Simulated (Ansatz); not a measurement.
# ClH₄SSbSi: one molecule under many settings

How do the results and run time of ClH₄SSbSi respond when the settings are drawn wide?

The runs use Ansatz 0.2.0, Gaussian basis; the settings change from run to run.

## 1. The molecule

An earlier PBE0-D4 in a triple-zeta def2 set relaxation fixed the geometry. Sb takes a core potential in def2 sets; no spin-orbit term is included.

SMILES `Cl[SiH2][S][SbH2]`, 8 atoms, charge 0, spin multiplicity 1.

Atoms are counted from 1 here; the program's logs count them from 0.

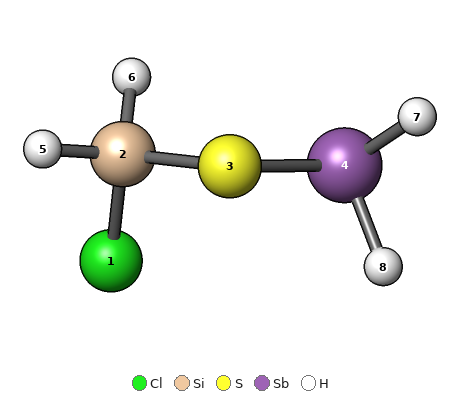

The structure; chlorine green, silicon light orange, sulfur yellow, antimony purple, hydrogen white; atoms are numbered from 1 in the order of the file.

Geometry (Å):

```xyz
8
ClH4SSbSi
Cl   -2.51889    0.25206   -0.25399
Si   -0.81592    1.25937    0.32460
S     0.65033   -0.04174    1.10296
Sb    1.04150   -1.30604   -0.95100
H    -1.18284    2.20004    1.40549
H    -0.34016    1.96970   -0.88453
H     2.67613   -1.58829   -0.53644
H     0.58205   -2.80230   -0.26299
```

## 2. wPBEh/def2-SVP

Set apart from the defaults: charge +1, multiplicity 2, restricted open-shell orbitals, the search for lower states set to off.

in.yaml

```yaml
crystal:
  periodic: [false, false, false]
  atoms:
    - {symbol: Cl, position_ang: [-2.518886, 0.252059, -0.253992]}
    - {symbol: Si, position_ang: [-0.815922, 1.259370, 0.324595]}
    - {symbol: S, position_ang: [0.650329, -0.041737, 1.102965]}
    - {symbol: Sb, position_ang: [1.041495, -1.306039, -0.950999]}
    - {symbol: H, position_ang: [-1.182843, 2.200043, 1.405486]}
    - {symbol: H, position_ang: [-0.340157, 1.969698, -0.884531]}
    - {symbol: H, position_ang: [2.676131, -1.588290, -0.536436]}
    - {symbol: H, position_ang: [0.582055, -2.802304, -0.262987]}
basis:
  gaussian: {orbitals: def2-SVP}
total_charge: 1
magnetization: {spin_polarized: false, initial_magnetization: 1}
hamiltonian: {xc: {name: wPBEh}}
scf: {lower_state_search: off}
```

On the command line:

```bash
$ ansatz run in.yaml --threads 4 --pin off --events-out ev --progress --plain --max-ram 10444MiB
```

Output:

```text
Functional definition: wPBEh
  name "wPBEh"
  cite "Heyd, Scuseria & Ernzerhof, J. Chem. Phys. 118, 8207 (2003) doi:10.1063/1.1564060"
  cite "Krukau, Vydrov, Izmaylov & Scuseria, J. Chem. Phys. 125, 224106 (2006) doi:10.1063/1.2404663"
  cite "Heyd & Scuseria, J. Chem. Phys. 120, 7274 (2004) doi:10.1063/1.1668634"
  cite "Ernzerhof & Perdew, J. Chem. Phys. 109, 3313 (1998) doi:10.1063/1.476928"
  cite "Perdew, Burke & Ernzerhof, Phys. Rev. Lett. 77, 3865 (1996) doi:10.1103/PhysRevLett.77.3865"
  parent pbe
  parameter a = 0.25
  parameter omega = 0.11/bohr
  exchange = wpbe_x - a*pbe_x_sr(omega) + a*exact_x_sr(omega)
  correlation = pbe_c
these checks for a lower state are left out or cut short: stability, starts, cluster_reference, orbital_swaps, neighbouring_geometries, increment
1022 factors; integrals over basis functions are off by at most 1.1e-3 eV
91 factors; integrals over basis functions are off by at most 4.2e-7 eV
mean field evaluation 1: about -37808.1193 eV, gradient 2.8e1 eV
mean field evaluation 2: about -37808.1833 eV, gradient 2.8e1 eV
mean field evaluation 4: about -37808.2826 eV, gradient 2.2e1 eV
mean field evaluation 8: about -37811.4875 eV, gradient 5.4e0 eV
mean field evaluation 16: about -37811.6077 eV, gradient 6.6e-2 eV
mean field -37811.60776408 eV, -1389.5509557017 hartree, gradient 4.8e-6 eV, S^2 0.750000; 0 other end points of the search recorded, 0 dependent functions left out
reference -37811.60779979 eV, -1389.5509570140 hartree; 37, 36 occupied and 63, 64 virtual orbitals, 1022 factors
Total energy: -37811.60779979 eV, -1389.5509570140 hartree
Checks for a lower state left out: stability, starts, cluster_reference, orbital_swaps, neighbouring_geometries, increment
```

It took 1.7 s on 4 threads of Arm Neoverse V2, shared host.

## 3. CAM-B3LYP/def2-mTZVP

Set apart from the defaults: atoms shaken by 0.15 Å, D3(BJ) dispersion.

in.yaml

```yaml
crystal:
  periodic: [false, false, false]
  atoms:
    - {symbol: Cl, position_ang: [-2.616351, 0.384117, -0.273665]}
    - {symbol: Si, position_ang: [-0.976389, 1.370736, 0.309643]}
    - {symbol: S, position_ang: [0.544721, 0.098761, 1.021949]}
    - {symbol: Sb, position_ang: [1.066288, -1.295548, -0.756643]}
    - {symbol: H, position_ang: [-1.306153, 2.156654, 1.613986]}
    - {symbol: H, position_ang: [-0.299410, 1.813943, -1.107178]}
    - {symbol: H, position_ang: [2.823393, -1.681119, -0.440671]}
    - {symbol: H, position_ang: [0.780545, -2.531449, -0.428379]}
basis:
  gaussian: {orbitals: def2-mTZVP}
hamiltonian: {xc: {name: CAM-B3LYP}, dispersion: d3bj}
```

Launched as before.

Output, cut to the lines that bear on the results:

```text
Functional definition: CAM-B3LYP
  name "CAM-B3LYP"
  cite "Yanai, Tew & Handy, Chem. Phys. Lett. 393, 51 (2004) doi:10.1016/j.cplett.2004.06.011"
  cite "Iikura, Tsuneda, Yanai & Hirao, J. Chem. Phys. 115, 3540 (2001) doi:10.1063/1.1383587"
  cite "Becke, Phys. Rev. A 38, 3098 (1988) doi:10.1103/PhysRevA.38.3098"
  cite "Lee, Yang & Parr, Phys. Rev. B 37, 785 (1988) doi:10.1103/PhysRevB.37.785"
  cite "Vosko, Wilk & Nusair, Can. J. Phys. 58, 1200 (1980) doi:10.1139/p80-159"
[...]
  # Exact exchange under (alpha + beta erf(omega r))/r, Becke's under what is left of 1/r.
[...]
1119 factors; integrals over basis functions are off by at most 8.8e-4 eV
349 factors; integrals over basis functions are off by at most 9.6e-6 eV
[...]
mean field -37838.19697619 eV, -1390.5280912238 hartree, gradient 3.8e-5 eV, S^2 0.000000; 0 other end points of the search recorded, 0 dependent functions left out
reference -37838.19711984 eV, -1390.5280965031 hartree; 37, 37 occupied and 77, 77 virtual orbitals, 1119 factors
Total energy: -37838.47659779 eV, -1390.5383671283 hartree
```

It took 1.4 s on 4 threads of Arm Neoverse V2, shared host; peak memory 0.31 GiB.

## 4. RPBE/def2-mTZVP

Options: atoms shaken by 0.08 Å, finite nuclei, D3(BJ) with three-body dispersion, high accuracy.

in.yaml

```yaml
crystal:
  periodic: [false, false, false]
  atoms:
    - {symbol: Cl, position_ang: [-2.602949, 0.370822, -0.305115]}
    - {symbol: Si, position_ang: [-0.698911, 1.253130, 0.164478]}
    - {symbol: S, position_ang: [0.728098, 0.111992, 1.076561]}
    - {symbol: Sb, position_ang: [1.126741, -1.253111, -0.984804]}
    - {symbol: H, position_ang: [-1.047809, 2.214850, 1.430370]}
    - {symbol: H, position_ang: [-0.298258, 2.067630, -0.807156]}
    - {symbol: H, position_ang: [2.651289, -1.688867, -0.544895]}
    - {symbol: H, position_ang: [0.712242, -2.711104, -0.373312]}
basis:
  gaussian: {orbitals: def2-mTZVP, nuclear_model: gaussian}
hamiltonian: {xc: {name: RPBE}, dispersion: d3bjatm}
accuracy: high
```

Launched as before.

Output:

```text
Functional definition: RPBE
  name "RPBE"
  cite "Hammer, Hansen & Nørskov, Phys. Rev. B 59, 7413 (1999) doi:10.1103/PhysRevB.59.7413"
  cite "Perdew, Burke & Ernzerhof, Phys. Rev. Lett. 77, 3865 (1996) doi:10.1103/PhysRevLett.77.3865"
  parameter kappa = 0.804
  parameter beta = 0.06672455060314922
  exchange = rpbe_x(kappa = kappa, mu = beta*pi^2/3)
  correlation = pbe_c(beta = beta)
2343 factors; integrals over basis functions are off by at most 1.5e-8 eV
mean field evaluation 1: about -37837.0401 eV, gradient 2.3e1 eV
mean field evaluation 2: about -37834.8701 eV, gradient 3.5e1 eV
mean field evaluation 4: about -37838.8768 eV, gradient 2.4e0 eV
mean field evaluation 8: about -37838.8835 eV, gradient 6.3e-2 eV
mean field evaluation 16: about -37838.8835 eV, gradient 7.5e-5 eV
mean field -37838.88352275 eV, -1390.5533213447 hartree, gradient 5.7e-8 eV, S^2 0.000000; 0 other end points of the search recorded, 0 dependent functions left out
reference -37838.88352694 eV, -1390.5533214986 hartree; 37, 37 occupied and 77, 77 virtual orbitals, 2343 factors
Total energy: -37840.85079757 eV, -1390.6256173607 hartree
```

It took 3 s on 4 threads of Arm Neoverse V2, shared host; peak memory 0.34 GiB.

## 5. B97/def2-TZVP

Set apart from the defaults: multiplicity 3, atoms shaken by 0.08 Å, a point charge of -1.00 e beside it.

in.yaml

```yaml
crystal:
  periodic: [false, false, false]
  atoms:
    - {symbol: Cl, position_ang: [-2.549172, 0.379820, -0.192627]}
    - {symbol: Si, position_ang: [-0.749631, 1.168423, 0.324374]}
    - {symbol: S, position_ang: [0.715901, -0.030165, 0.988463]}
    - {symbol: Sb, position_ang: [0.968574, -1.316882, -0.971568]}
    - {symbol: H, position_ang: [-1.141235, 2.220130, 1.543955]}
    - {symbol: H, position_ang: [-0.376577, 2.016756, -0.836792]}
    - {symbol: H, position_ang: [2.704891, -1.735612, -0.628620]}
    - {symbol: H, position_ang: [0.674618, -2.942038, -0.149050]}
basis:
  gaussian: {orbitals: def2-TZVP, point_charges: [{charge: -1.00, position_ang: [7.267, 0.089, 0.987]}]}
magnetization: {spin_polarized: true, initial_magnetization: 2}
hamiltonian: {xc: {name: B97}}
output: {forces: true}
```

Launched as before.

Output, cut to the lines that bear on the results:

```text
Functional definition: B97
  name "B97"
  cite "Becke, J. Chem. Phys. 107, 8554 (1997) doi:10.1063/1.475007"
[...]
      + integral(e_c_pw_opposite_spin*poly(b97_u_opposite, cos0, cos1, cos2))
1407 factors; their error is unknown
[...]
mean field -37833.63211317 eV, -1390.3603356022 hartree, gradient 8.2e-6 eV, S^2 2.005925; 8 other end points of the search recorded, 0 dependent functions left out
[...]
reference -37833.63214956 eV, -1390.3603369395 hartree; 38, 36 occupied and 147, 149 virtual orbitals, 1407 factors
Total energy: -37833.63214956 eV, -1390.3603369395 hartree
Atom 0 at    -2.549172     0.379820    -0.192627 Å, force    -0.734868    -0.664317    -0.295725 eV/Å
Atom 1 at    -0.749631     1.168423     0.324374 Å, force    -1.639694     3.690228     1.607311 eV/Å
Atom 2 at     0.715901    -0.030165     0.988463 Å, force     0.860860     1.209210     3.917068 eV/Å
Atom 3 at     0.968574    -1.316882    -0.971568 Å, force     2.452673    -4.612577    -2.573467 eV/Å
Atom 4 at    -1.141235     2.220130     1.543955 Å, force     0.581093    -1.360107    -1.523781 eV/Å
Atom 5 at    -0.376577     2.016756    -0.836792 Å, force     0.181817    -0.222013     0.031542 eV/Å
Atom 6 at     2.704891    -1.735612    -0.628620 Å, force    -1.095610     0.774249    -0.570842 eV/Å
Atom 7 at     0.674618    -2.942038    -0.149050 Å, force    -0.574635     1.194369    -0.580223 eV/Å
Dipole moment:     0.424954    -0.016269    -0.044104 e Å
```

It took 25 s on 4 threads of Arm Neoverse V2, shared host; peak memory 0.97 GiB.

Largest force 5.824 eV/Å, dipole 2.05 D, ⟨S²⟩ 2.006.

## 6. B97M-V/def2-TZVPD

Set apart from the defaults: charge +1, multiplicity 2.

in.yaml

```yaml
crystal:
  periodic: [false, false, false]
  atoms:
    - {symbol: Cl, position_ang: [-2.518886, 0.252059, -0.253992]}
    - {symbol: Si, position_ang: [-0.815922, 1.259370, 0.324595]}
    - {symbol: S, position_ang: [0.650329, -0.041737, 1.102965]}
    - {symbol: Sb, position_ang: [1.041495, -1.306039, -0.950999]}
    - {symbol: H, position_ang: [-1.182843, 2.200043, 1.405486]}
    - {symbol: H, position_ang: [-0.340157, 1.969698, -0.884531]}
    - {symbol: H, position_ang: [2.676131, -1.588290, -0.536436]}
    - {symbol: H, position_ang: [0.582055, -2.802304, -0.262987]}
basis:
  gaussian: {orbitals: def2-TZVPD}
total_charge: 1
magnetization: {spin_polarized: true, initial_magnetization: 1}
hamiltonian: {xc: {name: B97M-V}}
output: {forces: true}
```

The command is unchanged.

Output, cut to the lines that bear on the results:

```text
Functional definition: B97M-V
  name "B97M-V"
  cite "Mardirossian & Head-Gordon, J. Chem. Phys. 142, 074111 (2015) doi:10.1063/1.4907719"
  cite "Becke, J. Chem. Phys. 107, 8554 (1997) doi:10.1063/1.475007"
  cite "Vydrov & Van Voorhis, J. Chem. Phys. 133, 244103 (2010) doi:10.1063/1.3521275"
  # Of w^i u^j: cxij and so on, Table III.
[...]
  gx(w, u) = cx00 + cx01*u + cx02*u^2 + (cx10 + cx11*u)*w
  gss(w, u) = css00 + css02*u^2 + css10*w + (css32*w^3 + css42*w^4)*u^2
  gos(w, u) = cos00 + cos01*u + cos03*u^3 + cos10*w + cos32*w^3*u^2
[...]
      + integral(e_c_pw_mod_opposite_spin*gos(b97_w_opposite, b97_u_opposite)) + vv10(b, c)
1465 factors; their error is unknown
[...]
mean field -37824.70435412 eV, -1390.0322465084 hartree, gradient 1.4e-5 eV, S^2 0.755080; 5 other end points of the search recorded, 0 dependent functions left out
[...]
reference -37824.70444343 eV, -1390.0322497904 hartree; 37, 36 occupied and 190, 191 virtual orbitals, 1465 factors
Total energy: -37824.70444343 eV, -1390.0322497904 hartree
Atom 0 at    -2.518886     0.252059    -0.253992 Å, force     0.628868     0.033486     0.086643 eV/Å
Atom 1 at    -0.815922     1.259370     0.324595 Å, force    -1.957840     0.837708    -0.004506 eV/Å
Atom 2 at     0.650329    -0.041737     1.102965 Å, force     0.714826    -0.108587    -0.225213 eV/Å
Atom 3 at     1.041495    -1.306039    -0.950999 Å, force     0.470793    -0.457001     0.474068 eV/Å
Atom 4 at    -1.182843     2.200043     1.405486 Å, force     0.161101    -0.168489    -0.046368 eV/Å
Atom 5 at    -0.340157     1.969698    -0.884531 Å, force     0.355790    -0.169287     0.118053 eV/Å
Atom 6 at     2.676131    -1.588290    -0.536436 Å, force    -0.015981     0.080977    -0.168678 eV/Å
Atom 7 at     0.582055    -2.802304    -0.262987 Å, force    -0.357555    -0.048808    -0.234000 eV/Å
Dipole moment:     0.398054    -0.027118    -0.076247 e Å
```

It took 39 s on 4 threads of Arm Neoverse V2, shared host; peak memory 1.1 GiB.

Largest force 2.130 eV/Å, ⟨S²⟩ 0.755.

## 7. RPA/ANO-RCC-VTZP

Options: high accuracy.

in.yaml, as its differences from that of step 6:

```diff
@@ -12,6 +12,5 @@
 basis:
-  gaussian: {orbitals: def2-TZVPD}
-total_charge: 1
-magnetization: {spin_polarized: true, initial_magnetization: 1}
-hamiltonian: {xc: {name: B97M-V}}
-output: {forces: true}
+  gaussian: {orbitals: ANO-RCC-VTZP}
+hamiltonian: {xc: {name: PBE0}}
+correlation: {method: rpa}
+accuracy: high
```

Same command.

Output, cut to the lines that bear on the results:

```text
Functional definition: PBE0
  name "PBE0"
  cite "Adamo & Barone, J. Chem. Phys. 110, 6158 (1999) doi:10.1063/1.478522"
  cite "Perdew, Burke & Ernzerhof, Phys. Rev. Lett. 77, 3865 (1996) doi:10.1103/PhysRevLett.77.3865"
  parent pbe
[...]
4159 factors; integrals over basis functions are off by at most 4.9e-9 eV
[...]
mean field -207719.57310392 eV, -7633.5535141856 hartree, gradient 8.7e-8 eV, S^2 0.000000; 0 other end points of the search recorded, 0 dependent functions left out
33 core orbitals not correlated: weight in the atoms' cores, before any rotation towards them, 1.000 or more for the frozen orbitals, at most 0.000 for the correlated occupied ones
reference -207607.03575994 eV, -7629.4178430747 hartree; 18, 18 occupied and 175, 175 virtual orbitals, 4159 factors
Total energy: -207646.43741692 eV, -7630.8658272616 hartree
Relativity: scalar
```

Run time: 1.9 min. Hardware: 4 threads of Arm Neoverse V2, shared host; peak memory 1.9 GiB.

## 8. B3LYP5/def2-TZVP

This run has unrestricted orbitals, the search for lower states set to off.

in.yaml, as its differences from that of step 7:

```diff
@@ -12,5 +12,5 @@
 basis:
-  gaussian: {orbitals: ANO-RCC-VTZP}
-hamiltonian: {xc: {name: PBE0}}
-correlation: {method: rpa}
-accuracy: high
+  gaussian: {orbitals: def2-TZVP}
+magnetization: {spin_polarized: true, initial_magnetization: 0}
+hamiltonian: {xc: {name: B3LYP5}}
+scf: {lower_state_search: off}
```

Same command.

Output, cut to the lines that bear on the results:

```text
Functional definition: B3LYP5
  name "B3LYP5"
  cite "Stephens, Devlin, Chabalowski & Frisch, J. Phys. Chem. 98, 11623 (1994) doi:10.1021/j100096a001"
  cite "Becke, Phys. Rev. A 38, 3098 (1988) doi:10.1103/PhysRevA.38.3098"
  cite "Lee, Yang & Parr, Phys. Rev. B 37, 785 (1988) doi:10.1103/PhysRevB.37.785"
  cite "Vosko, Wilk & Nusair, Can. J. Phys. 58, 1200 (1980) doi:10.1139/p80-159"
[...]
1407 factors; their error is unknown
[...]
mean field -37837.99989859 eV, -1390.5208487557 hartree, gradient 2.9e-6 eV, S^2 0.000000; 0 other end points of the search recorded, 0 dependent functions left out
reference -37838.00018765 eV, -1390.5208593784 hartree; 37, 37 occupied and 148, 148 virtual orbitals, 1407 factors
Total energy: -37838.00018765 eV, -1390.5208593784 hartree
Checks for a lower state left out: stability, starts, cluster_reference, orbital_swaps, neighbouring_geometries, increment
```

Run time: 3.3 s. Hardware: 4 threads of Arm Neoverse V2, shared host; peak memory 0.68 GiB.

⟨S²⟩ 0.000.

## 9. BLYP/def2-SVP

in.yaml, as its differences from that of step 8:

```diff
@@ -12,5 +12,3 @@
 basis:
-  gaussian: {orbitals: def2-TZVP}
-magnetization: {spin_polarized: true, initial_magnetization: 0}
-hamiltonian: {xc: {name: B3LYP5}}
-scf: {lower_state_search: off}
+  gaussian: {orbitals: def2-SVP}
+hamiltonian: {xc: {name: BLYP}}
```

Launched as before.

Output:

```text
Functional definition: BLYP
  name "BLYP"
  cite "Becke, Phys. Rev. A 38, 3098 (1988) doi:10.1103/PhysRevA.38.3098"
  cite "Lee, Yang & Parr, Phys. Rev. B 37, 785 (1988) doi:10.1103/PhysRevB.37.785"
  parameter beta = 0.0042
  parameter a = 0.04918
  parameter b = 0.132
  parameter c = 0.2533
  parameter d = 0.349
  exchange = b88_x(beta = beta)
  correlation = lyp_c(a = a, b = b, c = c, d = d)
1144 factors; their error is unknown
mean field evaluation 1: about -37827.0207 eV, gradient 2.1e1 eV
mean field evaluation 2: about -37825.9319 eV, gradient 2.8e1 eV
mean field evaluation 4: about -37828.5367 eV, gradient 1.8e0 eV
mean field evaluation 8: about -37828.5472 eV, gradient 4.9e-2 eV
mean field evaluation 16: about -37828.4829 eV, gradient 3.0e-5 eV
mean field -37828.48292880 eV, -1390.1711065667 hartree, gradient 3.0e-5 eV, S^2 0.000000; 0 other end points of the search recorded, 0 dependent functions left out
reference -37828.48329357 eV, -1390.1711199718 hartree; 37, 37 occupied and 63, 63 virtual orbitals, 1144 factors
Total energy: -37828.48329357 eV, -1390.1711199718 hartree
```

It took 0.75 s on 4 threads of Arm Neoverse V2, shared host.

## 10. All runs side by side

| level | charge | multiplicity | geometry | functions | energy (eV) | time |
| --- | --- | --- | --- | --- | --- | --- |
| wPBEh/def2-SVP | 1 | 2 | relaxed | 100 | -37811.608 | 1.7 s |
| CAM-B3LYP/def2-mTZVP | 0 | 1 | shaken | 114 | -37838.477 | 1.4 s |
| RPBE/def2-mTZVP | 0 | 1 | shaken | 114 | -37840.851 | 3 s |
| B97/def2-TZVP | 0 | 3 | shaken, point charge | 185 | -37833.632 | 25 s |
| B97M-V/def2-TZVPD | 1 | 2 | relaxed | 227 | -37824.704 | 39 s |
| RPA/ANO-RCC-VTZP | 0 | 1 | relaxed | 226 | -207646.437 | 1.9 min |
| B3LYP5/def2-TZVP | 0 | 1 | relaxed | 185 | -37838.000 | 3.3 s |
| BLYP/def2-SVP | 0 | 1 | relaxed | 100 | -37828.483 | 0.75 s |

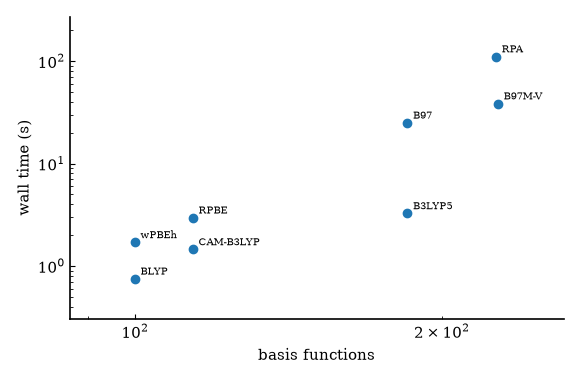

Wall time against the number of basis functions (shared host).

## 11. Results

| quantity | value |
| --- | --- |
| runs | 8 |
| quickest | BLYP/def2-SVP, 0.75 s |
| slowest | RPA/ANO-RCC-VTZP, 1.9 min |
| spread of total energies, same state and geometry | 169818.0 eV |

**Reading.** RPA/ANO-RCC-VTZP took 148 times as long as BLYP/def2-SVP. The jobs differ in tasks and options as well as level. Total energies at one charge and spin differ by 169818 eV between levels, so only differences within one level mean anything. Some of these runs are scalar-relativistic and others not, which shifts the totals of all-electron atoms past neon by several eV an atom and more; core potentials, where a basis has them, take the core out of the total altogether.
